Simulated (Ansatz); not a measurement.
# GePH (singlet): PBE, r2SCAN, PBE0, B3LYP, BHLYP, CAM-B3LYP, wB97M-V over vertical spin and charge gaps and displaced geometries, cc-pVDZ, part 2 of 2

Ansatz 0.2.0, Gaussian basis; cc-pVDZ, all electrons in the functionals. Earlier steps stand in the parts before.

## 18. B3LYP, charge 0, triplet

The input, in.yaml:

```yaml
crystal:
  periodic: [false, false, false]
  atoms:
    - {symbol: Ge, position_ang: [0.000000, 0.003202, 0.644587]}
    - {symbol: P, position_ang: [0.000000, -0.050258, -1.481526]}
    - {symbol: H, position_ang: [0.000000, 1.313640, -0.927004]}
basis:
  gaussian: {orbitals: cc-pVDZ}
magnetization: {spin_polarized: true, initial_magnetization: 2}
hamiltonian: {xc: {name: B3LYP}}
```

Started as:

```console
$ ansatz run in.yaml --threads 1 --pin off --events-out ev --progress --plain --max-ram 2393MiB
```

The program printed, shortened:

```text
Functional definition: B3LYP
  name "B3LYP"
  cite "Stephens, Devlin, Chabalowski & Frisch, J. Phys. Chem. 98, 11623 (1994) doi:10.1021/j100096a001"
  cite "Becke, Phys. Rev. A 38, 3098 (1988) doi:10.1103/PhysRevA.38.3098"
  cite "Lee, Yang & Parr, Phys. Rev. B 37, 785 (1988) doi:10.1103/PhysRevB.37.785"
  cite "Vosko, Wilk & Nusair, Can. J. Phys. 58, 1200 (1980) doi:10.1139/p80-159"
[...]
565 factors; integrals over basis functions are off by at most 1.2e-3 eV
[...]
mean field -65820.97644823 eV, -2418.8762694121 hartree, gradient 3.0e-6 eV, S^2 2.006991; 5 other end points of the search recorded, 0 dependent functions left out
reference -65820.97662685 eV, -2418.8762759762 hartree; 25, 23 occupied and 25, 27 virtual orbitals, 565 factors
Total energy: -65820.97662685 eV, -2418.8762759762 hartree
```

It took 7 s on 1 thread of Arm Neoverse V2, shared host.

From the report: ⟨S²⟩ of the determinant 2.007 (pure triplet: 2.00).

From charge 0, singlet: +2.329 eV.

## 19. B3LYP, charge 1, doublet

Changes to in.yaml since step 18:

```diff
@@ -8,3 +8,4 @@
   gaussian: {orbitals: cc-pVDZ}
-magnetization: {spin_polarized: true, initial_magnetization: 2}
+total_charge: 1
+magnetization: {spin_polarized: true, initial_magnetization: 1}
 hamiltonian: {xc: {name: B3LYP}}
```

The command is unchanged.

The program printed, shortened:

```text
Functional definition: B3LYP
  name "B3LYP"
  cite "Stephens, Devlin, Chabalowski & Frisch, J. Phys. Chem. 98, 11623 (1994) doi:10.1021/j100096a001"
  cite "Becke, Phys. Rev. A 38, 3098 (1988) doi:10.1103/PhysRevA.38.3098"
  cite "Lee, Yang & Parr, Phys. Rev. B 37, 785 (1988) doi:10.1103/PhysRevB.37.785"
  cite "Vosko, Wilk & Nusair, Can. J. Phys. 58, 1200 (1980) doi:10.1139/p80-159"
[...]
565 factors; integrals over basis functions are off by at most 1.2e-3 eV
[...]
mean field -65814.39711475 eV, -2418.6344833666 hartree, gradient 3.7e-6 eV, S^2 0.752618; 4 other end points of the search recorded, 0 dependent functions left out
reference -65814.39729855 eV, -2418.6344901209 hartree; 24, 23 occupied and 26, 27 virtual orbitals, 565 factors
Total energy: -65814.39729855 eV, -2418.6344901209 hartree
```

It took 7 s on 1 thread of Arm Neoverse V2, shared host.

From the report: ⟨S²⟩ of the determinant 0.753 (pure doublet: 0.75).

From charge 0, singlet: +8.908 eV.

## 20. B3LYP, displaced geometry v1

The input, in.yaml:

```yaml
crystal:
  periodic: [false, false, false]
  atoms:
    - {symbol: Ge, position_ang: [-0.000207, 0.007565, 0.648407]}
    - {symbol: P, position_ang: [-0.001041, -0.062037, -1.488859]}
    - {symbol: H, position_ang: [0.046923, 1.361171, -0.976950]}
basis:
  gaussian: {orbitals: cc-pVDZ}
magnetization: {spin_polarized: true, initial_magnetization: 0}
hamiltonian: {xc: {name: B3LYP}}
```

Same command.

The program printed, shortened:

```text
Functional definition: B3LYP
  name "B3LYP"
  cite "Stephens, Devlin, Chabalowski & Frisch, J. Phys. Chem. 98, 11623 (1994) doi:10.1021/j100096a001"
  cite "Becke, Phys. Rev. A 38, 3098 (1988) doi:10.1103/PhysRevA.38.3098"
  cite "Lee, Yang & Parr, Phys. Rev. B 37, 785 (1988) doi:10.1103/PhysRevB.37.785"
  cite "Vosko, Wilk & Nusair, Can. J. Phys. 58, 1200 (1980) doi:10.1139/p80-159"
[...]
565 factors; integrals over basis functions are off by at most 1.1e-3 eV
[...]
mean field -65823.30818264 eV, -2418.9619590712 hartree, gradient 1.9e-5 eV, S^2 0.000000; 1 other end points of the search recorded, 0 dependent functions left out
reference -65823.30836732 eV, -2418.9619658583 hartree; 24, 24 occupied and 26, 26 virtual orbitals, 565 factors
Total energy: -65823.30836732 eV, -2418.9619658583 hartree
```

Run time: 2.1 s. Hardware: 1 thread of Arm Neoverse V2, shared host.

From the report: ⟨S²⟩ of the determinant 0.000 (pure singlet: 0.00).

From charge 0, singlet: -0.003 eV.

## 21. B3LYP, displaced geometry v2

The input, in.yaml:

```yaml
crystal:
  periodic: [false, false, false]
  atoms:
    - {symbol: Ge, position_ang: [0.049662, 0.000955, 0.641122]}
    - {symbol: P, position_ang: [-0.115212, -0.044131, -1.473398]}
    - {symbol: H, position_ang: [-0.038592, 1.287343, -0.927056]}
basis:
  gaussian: {orbitals: cc-pVDZ}
magnetization: {spin_polarized: true, initial_magnetization: 0}
hamiltonian: {xc: {name: B3LYP}}
```

The command is unchanged.

The program printed, shortened:

```text
Functional definition: B3LYP
  name "B3LYP"
  cite "Stephens, Devlin, Chabalowski & Frisch, J. Phys. Chem. 98, 11623 (1994) doi:10.1021/j100096a001"
  cite "Becke, Phys. Rev. A 38, 3098 (1988) doi:10.1103/PhysRevA.38.3098"
  cite "Lee, Yang & Parr, Phys. Rev. B 37, 785 (1988) doi:10.1103/PhysRevB.37.785"
  cite "Vosko, Wilk & Nusair, Can. J. Phys. 58, 1200 (1980) doi:10.1139/p80-159"
[...]
566 factors; integrals over basis functions are off by at most 1.0e-3 eV
[...]
mean field -65823.28473547 eV, -2418.9610974037 hartree, gradient 1.8e-5 eV, S^2 0.000000; 1 other end points of the search recorded, 0 dependent functions left out
reference -65823.28491919 eV, -2418.9611041551 hartree; 24, 24 occupied and 26, 26 virtual orbitals, 566 factors
Total energy: -65823.28491919 eV, -2418.9611041551 hartree
```

It took 2 s on 1 thread of Arm Neoverse V2, shared host.

From the report: ⟨S²⟩ of the determinant 0.000 (pure singlet: 0.00).

From charge 0, singlet: +0.020 eV.

## 22. BHLYP, charge 0, singlet

The input, in.yaml:

```yaml
crystal:
  periodic: [false, false, false]
  atoms:
    - {symbol: Ge, position_ang: [0.000000, 0.003202, 0.644587]}
    - {symbol: P, position_ang: [0.000000, -0.050258, -1.481526]}
    - {symbol: H, position_ang: [0.000000, 1.313640, -0.927004]}
basis:
  gaussian: {orbitals: cc-pVDZ}
magnetization: {spin_polarized: true, initial_magnetization: 0}
hamiltonian: {xc: {name: BHLYP}}
```

Same command.

The program printed, shortened:

```text
Functional definition: BHLYP
  name "BHLYP"
  cite "Becke, J. Chem. Phys. 98, 1372 (1993) doi:10.1063/1.464304"
  cite "Becke, Phys. Rev. A 38, 3098 (1988) doi:10.1103/PhysRevA.38.3098"
  cite "Lee, Yang & Parr, Phys. Rev. B 37, 785 (1988) doi:10.1103/PhysRevB.37.785"
[...]
565 factors; integrals over basis functions are off by at most 1.2e-3 eV
[...]
mean field -65820.84095189 eV, -2418.8712900137 hartree, gradient 2.8e-5 eV, S^2 0.000000; 1 other end points of the search recorded, 0 dependent functions left out
reference -65820.84107754 eV, -2418.8712946310 hartree; 24, 24 occupied and 26, 26 virtual orbitals, 565 factors
Total energy: -65820.84107754 eV, -2418.8712946310 hartree
```

Wall time 2 s (1 thread of Arm Neoverse V2, shared host).

From the report: ⟨S²⟩ of the determinant 0.000 (pure singlet: 0.00).

## 23. BHLYP, charge 1, doublet

Changes to in.yaml since step 22:

```diff
@@ -8,3 +8,4 @@
   gaussian: {orbitals: cc-pVDZ}
-magnetization: {spin_polarized: true, initial_magnetization: 0}
+total_charge: 1
+magnetization: {spin_polarized: true, initial_magnetization: 1}
 hamiltonian: {xc: {name: BHLYP}}
```

Same command.

The program printed, shortened:

```text
Functional definition: BHLYP
  name "BHLYP"
  cite "Becke, J. Chem. Phys. 98, 1372 (1993) doi:10.1063/1.464304"
  cite "Becke, Phys. Rev. A 38, 3098 (1988) doi:10.1103/PhysRevA.38.3098"
  cite "Lee, Yang & Parr, Phys. Rev. B 37, 785 (1988) doi:10.1103/PhysRevB.37.785"
[...]
565 factors; integrals over basis functions are off by at most 1.2e-3 eV
[...]
mean field -65812.16001986 eV, -2418.5522716455 hartree, gradient 7.2e-6 eV, S^2 0.753780; 2 other end points of the search recorded, 0 dependent functions left out
reference -65812.16014502 eV, -2418.5522762451 hartree; 24, 23 occupied and 26, 27 virtual orbitals, 565 factors
Total energy: -65812.16014502 eV, -2418.5522762451 hartree
```

Run time: 4.7 s. Hardware: 1 thread of Arm Neoverse V2, shared host.

From the report: ⟨S²⟩ of the determinant 0.754 (pure doublet: 0.75).

From charge 0, singlet: +8.681 eV.

## 24. CAM-B3LYP, charge 0, singlet

Changes to in.yaml since step 23:

```diff
@@ -8,4 +8,3 @@
   gaussian: {orbitals: cc-pVDZ}
-total_charge: 1
-magnetization: {spin_polarized: true, initial_magnetization: 1}
-hamiltonian: {xc: {name: BHLYP}}
+magnetization: {spin_polarized: true, initial_magnetization: 0}
+hamiltonian: {xc: {name: CAM-B3LYP}}
```

Same command.

The program printed, shortened:

```text
Functional definition: CAM-B3LYP
  name "CAM-B3LYP"
  cite "Yanai, Tew & Handy, Chem. Phys. Lett. 393, 51 (2004) doi:10.1016/j.cplett.2004.06.011"
  cite "Iikura, Tsuneda, Yanai & Hirao, J. Chem. Phys. 115, 3540 (2001) doi:10.1063/1.1383587"
  cite "Becke, Phys. Rev. A 38, 3098 (1988) doi:10.1103/PhysRevA.38.3098"
  cite "Lee, Yang & Parr, Phys. Rev. B 37, 785 (1988) doi:10.1103/PhysRevB.37.785"
[...]
565 factors; integrals over basis functions are off by at most 1.2e-3 eV
166 factors; integrals over basis functions are off by at most 7.6e-6 eV
[...]
mean field -65824.76488449 eV, -2419.0154918768 hartree, gradient 5.4e-5 eV, S^2 0.000000; 1 other end points of the search recorded, 0 dependent functions left out
reference -65824.76497435 eV, -2419.0154951790 hartree; 24, 24 occupied and 26, 26 virtual orbitals, 565 factors
Total energy: -65824.76497435 eV, -2419.0154951790 hartree
```

It took 2.6 s on 1 thread of Arm Neoverse V2, shared host.

From the report: ⟨S²⟩ of the determinant 0.000 (pure singlet: 0.00).

## 25. CAM-B3LYP, charge 0, triplet

Changes to in.yaml since step 24:

```diff
@@ -8,3 +8,3 @@
   gaussian: {orbitals: cc-pVDZ}
-magnetization: {spin_polarized: true, initial_magnetization: 0}
+magnetization: {spin_polarized: true, initial_magnetization: 2}
 hamiltonian: {xc: {name: CAM-B3LYP}}
```

Same command.

The program printed, shortened:

```text
Functional definition: CAM-B3LYP
  name "CAM-B3LYP"
  cite "Yanai, Tew & Handy, Chem. Phys. Lett. 393, 51 (2004) doi:10.1016/j.cplett.2004.06.011"
  cite "Iikura, Tsuneda, Yanai & Hirao, J. Chem. Phys. 115, 3540 (2001) doi:10.1063/1.1383587"
  cite "Becke, Phys. Rev. A 38, 3098 (1988) doi:10.1103/PhysRevA.38.3098"
  cite "Lee, Yang & Parr, Phys. Rev. B 37, 785 (1988) doi:10.1103/PhysRevB.37.785"
[...]
565 factors; integrals over basis functions are off by at most 1.2e-3 eV
166 factors; integrals over basis functions are off by at most 7.6e-6 eV
[...]
mean field -65822.44541260 eV, -2418.9302528572 hartree, gradient 4.4e-6 eV, S^2 2.018857; 6 other end points of the search recorded, 0 dependent functions left out
reference -65822.44550064 eV, -2418.9302560923 hartree; 25, 23 occupied and 25, 27 virtual orbitals, 565 factors
Total energy: -65822.44550064 eV, -2418.9302560923 hartree
```

Run time: 15 s. Hardware: 1 thread of Arm Neoverse V2, shared host.

From the report: ⟨S²⟩ of the determinant 2.019 (pure triplet: 2.00).

From charge 0, singlet: +2.319 eV.

## 26. wB97M-V, charge 0, singlet

Changes to in.yaml since step 25:

```diff
@@ -8,3 +8,4 @@
   gaussian: {orbitals: cc-pVDZ}
-magnetization: {spin_polarized: true, initial_magnetization: 2}
-hamiltonian: {xc: {name: CAM-B3LYP}}
+magnetization: {spin_polarized: true, initial_magnetization: 0}
+hamiltonian: {xc: {name: wB97M-V}}
+output: {orbitals: {seedname: orbitals}}
```

The command is unchanged.

The program printed, shortened:

```text
Functional definition: wB97M-V
  name "wB97M-V"
  cite "Mardirossian & Head-Gordon, J. Chem. Phys. 144, 214110 (2016) doi:10.1063/1.4952647"
  cite "Becke, J. Chem. Phys. 107, 8554 (1997) doi:10.1063/1.475007"
  cite "Vydrov & Van Voorhis, J. Chem. Phys. 133, 244103 (2010) doi:10.1063/1.3521275"
  # Of w^i u^j: cxij and so on, Table III.
[...]
  gx(w, u) = 1 - cx + cx01*u + cx10*w
[...]
565 factors; integrals over basis functions are off by at most 1.2e-3 eV
152 factors; integrals over basis functions are off by at most 4.9e-6 eV
[...]
mean field -65817.84846901 eV, -2418.7613182962 hartree, gradient 7.4e-5 eV, S^2 0.000000; 1 other end points of the search recorded, 0 dependent functions left out
reference -65817.84849815 eV, -2418.7613193670 hartree; 24, 24 occupied and 26, 26 virtual orbitals, 565 factors
Total energy: -65817.84849815 eV, -2418.7613193670 hartree
```

Run time: 9.5 s. Hardware: 1 thread of Arm Neoverse V2, shared host.

From the report: ⟨S²⟩ of the determinant 0.000 (pure singlet: 0.00).

## 27. wB97M-V, charge 0, triplet

Changes to in.yaml since step 26:

```diff
@@ -8,3 +8,3 @@
   gaussian: {orbitals: cc-pVDZ}
-magnetization: {spin_polarized: true, initial_magnetization: 0}
+magnetization: {spin_polarized: true, initial_magnetization: 2}
 hamiltonian: {xc: {name: wB97M-V}}
```

The command is unchanged.

The program printed, shortened:

```text
Functional definition: wB97M-V
  name "wB97M-V"
  cite "Mardirossian & Head-Gordon, J. Chem. Phys. 144, 214110 (2016) doi:10.1063/1.4952647"
  cite "Becke, J. Chem. Phys. 107, 8554 (1997) doi:10.1063/1.475007"
  cite "Vydrov & Van Voorhis, J. Chem. Phys. 133, 244103 (2010) doi:10.1063/1.3521275"
  # Of w^i u^j: cxij and so on, Table III.
[...]
  gx(w, u) = 1 - cx + cx01*u + cx10*w
[...]
565 factors; integrals over basis functions are off by at most 1.2e-3 eV
152 factors; integrals over basis functions are off by at most 4.9e-6 eV
[...]
mean field -65815.44565479 eV, -2418.6730165021 hartree, gradient 4.3e-6 eV, S^2 2.007804; 2 other end points of the search recorded, 0 dependent functions left out
reference -65815.44568318 eV, -2418.6730175454 hartree; 25, 23 occupied and 25, 27 virtual orbitals, 565 factors
Total energy: -65815.44568318 eV, -2418.6730175454 hartree
```

Run time: 21 s. Hardware: 1 thread of Arm Neoverse V2, shared host.

From the report: ⟨S²⟩ of the determinant 2.008 (pure triplet: 2.00).

From charge 0, singlet: +2.403 eV.

## 28. wB97M-V, charge 1, doublet

Changes to in.yaml since step 27:

```diff
@@ -8,3 +8,4 @@
   gaussian: {orbitals: cc-pVDZ}
-magnetization: {spin_polarized: true, initial_magnetization: 2}
+total_charge: 1
+magnetization: {spin_polarized: true, initial_magnetization: 1}
 hamiltonian: {xc: {name: wB97M-V}}
```

Same command.

The program printed, shortened:

```text
Functional definition: wB97M-V
  name "wB97M-V"
  cite "Mardirossian & Head-Gordon, J. Chem. Phys. 144, 214110 (2016) doi:10.1063/1.4952647"
  cite "Becke, J. Chem. Phys. 107, 8554 (1997) doi:10.1063/1.475007"
  cite "Vydrov & Van Voorhis, J. Chem. Phys. 133, 244103 (2010) doi:10.1063/1.3521275"
  # Of w^i u^j: cxij and so on, Table III.
[...]
  gx(w, u) = 1 - cx + cx01*u + cx10*w
[...]
565 factors; integrals over basis functions are off by at most 1.2e-3 eV
152 factors; integrals over basis functions are off by at most 4.9e-6 eV
[...]
mean field -65809.01898157 eV, -2418.4368406175 hartree, gradient 2.3e-6 eV, S^2 0.751738; 2 other end points of the search recorded, 0 dependent functions left out
reference -65809.01901199 eV, -2418.4368417356 hartree; 24, 23 occupied and 26, 27 virtual orbitals, 565 factors
Total energy: -65809.01901199 eV, -2418.4368417356 hartree
```

It took 27 s on 1 thread of Arm Neoverse V2, shared host.

From the report: ⟨S²⟩ of the determinant 0.752 (pure doublet: 0.75).

From charge 0, singlet: +8.829 eV.

## 29. wB97M-V, displaced geometry v1

The input, in.yaml:

```yaml
crystal:
  periodic: [false, false, false]
  atoms:
    - {symbol: Ge, position_ang: [-0.000207, 0.007565, 0.648407]}
    - {symbol: P, position_ang: [-0.001041, -0.062037, -1.488859]}
    - {symbol: H, position_ang: [0.046923, 1.361171, -0.976950]}
basis:
  gaussian: {orbitals: cc-pVDZ}
magnetization: {spin_polarized: true, initial_magnetization: 0}
hamiltonian: {xc: {name: wB97M-V}}
output: {forces: true, orbitals: {seedname: orbitals}}
```

The command is unchanged.

The program printed, shortened:

```text
Functional definition: wB97M-V
  name "wB97M-V"
  cite "Mardirossian & Head-Gordon, J. Chem. Phys. 144, 214110 (2016) doi:10.1063/1.4952647"
  cite "Becke, J. Chem. Phys. 107, 8554 (1997) doi:10.1063/1.475007"
  cite "Vydrov & Van Voorhis, J. Chem. Phys. 133, 244103 (2010) doi:10.1063/1.3521275"
  # Of w^i u^j: cxij and so on, Table III.
[...]
  gx(w, u) = 1 - cx + cx01*u + cx10*w
[...]
reference -65817.83754602 eV, -2418.7609168837 hartree; 24, 24 occupied and 26, 26 virtual orbitals, 565 factors
Total energy: -65817.83754602 eV, -2418.7609168837 hartree
Atom 0 at    -0.000207     0.007565     0.648407 Å, force     0.002467     0.065091    -0.359062 eV/Å
Atom 1 at    -0.001041    -0.062037    -1.488859 Å, force     0.014387     0.432560     0.422721 eV/Å
Atom 2 at     0.046923     1.361171    -0.976950 Å, force    -0.016854    -0.497651    -0.063659 eV/Å
Dipole moment:    -0.000288    -0.002513     0.282882 e Å
```

Wall time 11 s (1 thread of Arm Neoverse V2, shared host).

From the report: ⟨S²⟩ of the determinant 0.000 (pure singlet: 0.00).

From charge 0, singlet: +0.011 eV.

## 30. wB97M-V, displaced geometry v2

The input, in.yaml:

```yaml
crystal:
  periodic: [false, false, false]
  atoms:
    - {symbol: Ge, position_ang: [0.049662, 0.000955, 0.641122]}
    - {symbol: P, position_ang: [-0.115212, -0.044131, -1.473398]}
    - {symbol: H, position_ang: [-0.038592, 1.287343, -0.927056]}
basis:
  gaussian: {orbitals: cc-pVDZ}
magnetization: {spin_polarized: true, initial_magnetization: 0}
hamiltonian: {xc: {name: wB97M-V}}
output: {orbitals: {seedname: orbitals}}
```

The command is unchanged.

The program printed, shortened:

```text
Functional definition: wB97M-V
  name "wB97M-V"
  cite "Mardirossian & Head-Gordon, J. Chem. Phys. 144, 214110 (2016) doi:10.1063/1.4952647"
  cite "Becke, J. Chem. Phys. 107, 8554 (1997) doi:10.1063/1.475007"
  cite "Vydrov & Van Voorhis, J. Chem. Phys. 133, 244103 (2010) doi:10.1063/1.3521275"
  # Of w^i u^j: cxij and so on, Table III.
[...]
  gx(w, u) = 1 - cx + cx01*u + cx10*w
[...]
566 factors; integrals over basis functions are off by at most 1.0e-3 eV
152 factors; integrals over basis functions are off by at most 4.8e-6 eV
[...]
mean field -65817.83307720 eV, -2418.7607526576 hartree, gradient 8.0e-5 eV, S^2 0.000000; 1 other end points of the search recorded, 0 dependent functions left out
reference -65817.83310629 eV, -2418.7607537265 hartree; 24, 24 occupied and 26, 26 virtual orbitals, 566 factors
Total energy: -65817.83310629 eV, -2418.7607537265 hartree
```

It took 9.5 s on 1 thread of Arm Neoverse V2, shared host.

From the report: ⟨S²⟩ of the determinant 0.000 (pure singlet: 0.00).

From charge 0, singlet: +0.015 eV.

## 31. The comparison

No level is safe as a reference over these points; UCCSD(T) serves as a yardstick only. It and the other wave-function rows come from earlier runs at the same points. Energies in eV, counted from charge 0, singlet; blanks weren't run or aren't comparable.

```tsv
level	singlet to triplet	ionisation to the doublet cation	displacement v1	displacement v2
UCCSD(T)	2.300	8.760	-0.002	0.021
PBE	2.242	8.960	-0.008	0.026
r2SCAN	2.167	9.015	0.007	0.017
PBE0	2.218	8.912	0.006	0.018
B3LYP	2.329	8.908	-0.003	0.020
BHLYP		8.681		
CAM-B3LYP	2.319			
wB97M-V	2.403	8.829	0.011	0.015
RHF		7.796	0.010	0.010
UHF		7.743	-0.001	0.013
RMP2	2.272	8.818	0.011	0.017
UMP2	2.462	8.837	0.011	0.017
RCCSD	2.292	8.656	0.002	0.018
RCCSD(T)	2.294	8.760	-0.002	0.021
RCCSDT(Q)	2.285	8.769	-0.003	0.022
UCCSDT(Q)	2.276	8.768	-0.003	0.022
CASSCF valence	2.286	8.156	-0.016	0.029
NEVPT2 valence	2.284	8.720	-0.009	0.031
MRCISD+Q valence	2.292	8.785	-0.004	0.024
```

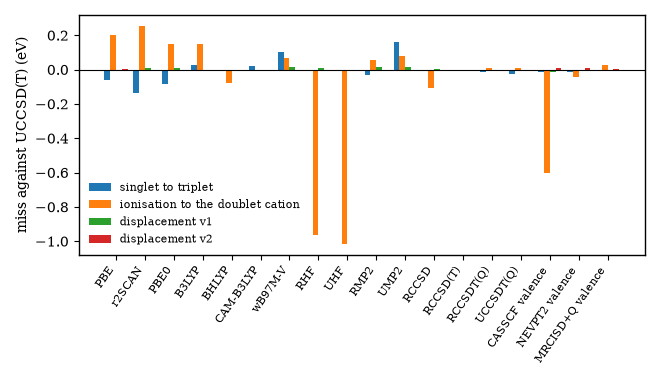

Misses of the gaps against UCCSD(T).

Largest miss and mean time a point (UCCSD(T) took 16 s a point; shared hosts):

```tsv
level	largest miss (eV)	where	time a point
PBE	+0.199	ionisation to the doublet cation	3.7 s
r2SCAN	+0.255	ionisation to the doublet cation	13 s
PBE0	+0.151	ionisation to the doublet cation	3.4 s
B3LYP	+0.147	ionisation to the doublet cation	4.1 s
BHLYP	-0.080	ionisation to the doublet cation	3.3 s
CAM-B3LYP	+0.019	singlet to triplet	8.5 s
wB97M-V	+0.102	singlet to triplet	15 s
RHF	-0.965	ionisation to the doublet cation	
UHF	-1.018	ionisation to the doublet cation	
RMP2	+0.058	ionisation to the doublet cation	
UMP2	+0.162	singlet to triplet	
RCCSD	-0.105	ionisation to the doublet cation	
RCCSD(T)	-0.006	singlet to triplet	5 s
RCCSDT(Q)	-0.015	singlet to triplet	11 s
UCCSDT(Q)	-0.024	singlet to triplet	29 s
CASSCF valence	-0.604	ionisation to the doublet cation	
NEVPT2 valence	-0.041	ionisation to the doublet cation	7.8 s
MRCISD+Q valence	+0.025	ionisation to the doublet cation	9.4 s
```

## 32. What came out

This closing draws on all 2 parts.

| quantity | value |
| --- | --- |
| singlet to triplet, UCCSD(T) | 2.300 eV |
| ionisation to the doublet cation, UCCSD(T) | 8.760 eV |
| displacement v1, UCCSD(T) | -0.002 eV |
| displacement v2, UCCSD(T) | 0.021 eV |
| largest miss, PBE | +0.199 eV (ionisation to the doublet cation) |
| largest miss, r2SCAN | +0.255 eV (ionisation to the doublet cation) |
| largest miss, PBE0 | +0.151 eV (ionisation to the doublet cation) |
| largest miss, B3LYP | +0.147 eV (ionisation to the doublet cation) |
| largest miss, BHLYP | -0.080 eV (ionisation to the doublet cation) |
| largest miss, CAM-B3LYP | +0.019 eV (singlet to triplet) |
| largest miss, wB97M-V | +0.102 eV (singlet to triplet) |
| largest miss, RCCSD(T) | -0.006 eV (singlet to triplet) |

Misses are known at 4 of 4 points at best, and only functionals with that many are ranked. Of the functionals, wB97M-V keep the smallest largest miss at the points compared (at most 0.102 eV) and r2SCAN strays most (0.255 eV, at ionisation to the doublet cation). Functionals and the yardstick converge differently with the basis, so part of each miss in cc-pVDZ is the basis. The yardstick itself may be off where one determinant is a poor start.
